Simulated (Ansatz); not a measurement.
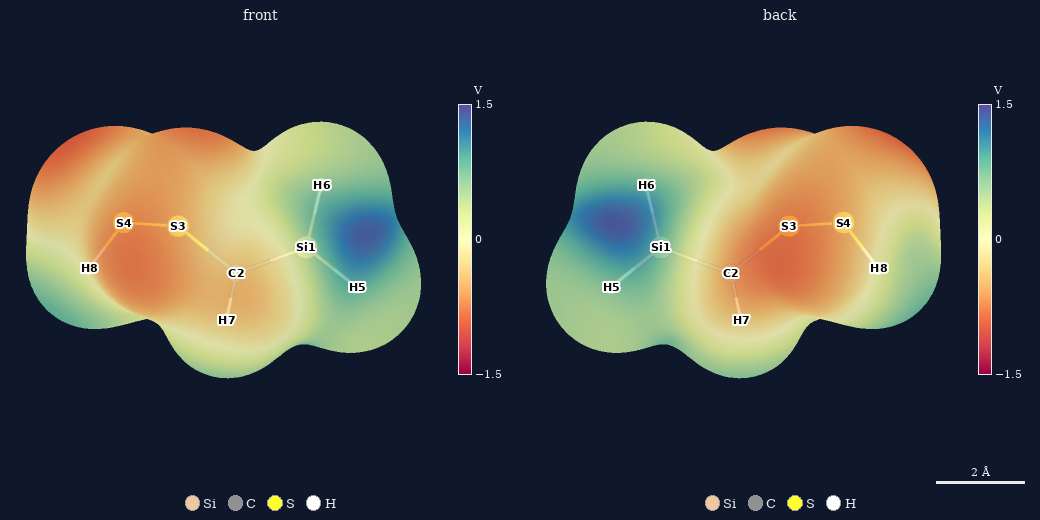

The picture shows: CH4S2Si (SMILES [SiH2]=CSS). The electrostatic potential painted on the density surface at 0.001 e/bohr³, seen from the front and from behind; red is negative and blue positive.

Level of theory: Ansatz 0.2.0, RHF/cc-pVDZ.

Input

```
crystal:
  periodic: [false, false, false]
  atoms:
    - { symbol: Si, position_ang: [-0.98986, 1.25993, 0.50859] }
    - { symbol: C, position_ang: [0.49323, 0.57454, -0.16215] }
    - { symbol: S, position_ang: [1.29397, -0.79928, 0.60394] }
    - { symbol: S, position_ang: [0.36418, -2.47288, -0.21011] }
    - { symbol: H, position_ang: [-1.67219, 2.38069, -0.11929] }
    - { symbol: H, position_ang: [-1.64009, 0.74403, 1.70116] }
    - { symbol: H, position_ang: [0.99528, 0.94282, -1.04502] }
    - { symbol: H, position_ang: [1.15549, -2.62986, -1.27713] }
basis:
  gaussian: { orbitals: cc-pVDZ }
hamiltonian:
  xc: hf
relax:
  f_tol: 0.015
  max_steps: 40
output:
  orbitals: {}
```

Run with:

```sh
ansatz run input.yaml --threads 1 --pin off --max-ram 2048MiB --backend cpu --events-out ev --progress --plain --runs-dir out
```

The fields are those of the relaxed geometry.

Question: Where is the surface potential most negative and most positive?

Answer: The most negative region (about −0.9 V) lies over S4, the most positive (about +1.4 V) over Si1.
